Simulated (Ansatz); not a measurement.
GeH2 (SMILES [GeH2]): the energy, rung by rung

The species is GeH2 (3 atoms), meant as a singlet with charge 0. As SMILES, `[GeH2]`. The coordinates come from a PBE0-D4/def2-TZVP relaxation.

```xyz
3

Ge   -0.5701    0.4051   -0.2637
H     0.7830    0.7436    0.5090
H    -0.2129   -1.1487   -0.2453
```

Quantity: the energy change with the Ge1–H3 bond stretched from 1.594 to 3.986 Å, in eV. The values are calculated.

| level | kind | program | value (eV) | less FCI/STO-3G |
| --- | --- | --- | --- | --- |
| revPBE/STO-3G (restricted) | GGA | Ansatz | 6.16 | +2.02 |
| B3LYP/STO-3G (restricted) | global hybrid | Ansatz | 6.84 | +2.70 |
| PBE0/STO-3G (restricted) | global hybrid | Ansatz | 7.10 | +2.96 |
| CAM-B3LYP/STO-3G (restricted) | range-separated hybrid | Ansatz | 7.71 | +3.57 |
| HSE06/STO-3G (restricted) | range-separated hybrid | Ansatz | 7.03 | +2.89 |
| MP2/STO-3G (restricted) | perturbation theory | Ansatz | 5.24 | +1.10 |
| CCSDT/STO-3G (restricted) | coupled cluster or CI | Ansatz | 4.14 | 0.00 |
| FCI/STO-3G | exact in the basis | Ansatz | 4.14 | 0.00 |

FCI/STO-3G is exact within its basis and frozen core, so for wave-function methods in that basis the difference is their error; functionals converge differently with the basis, so for them it is only a difference. All-electron rows without a relativistic Hamiltonian named are non-relativistic. The first shape isn't each level's own minimum. The values span 4.14 to 7.71 eV. All rows use very small basis sets, so none should be taken for the real molecule's value. In the correlated wave-function rows the outer d shell of Ge is correlated, in sets not made for it.

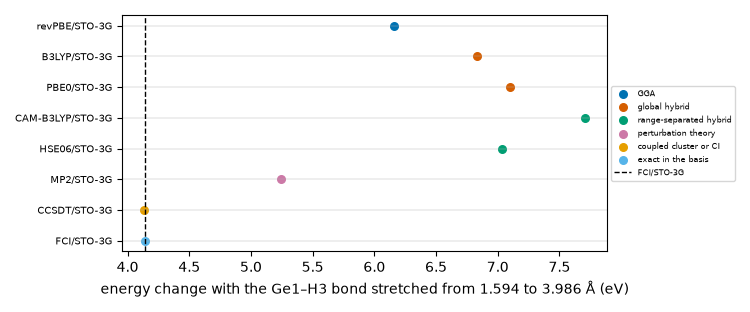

The values of the table, level by level.
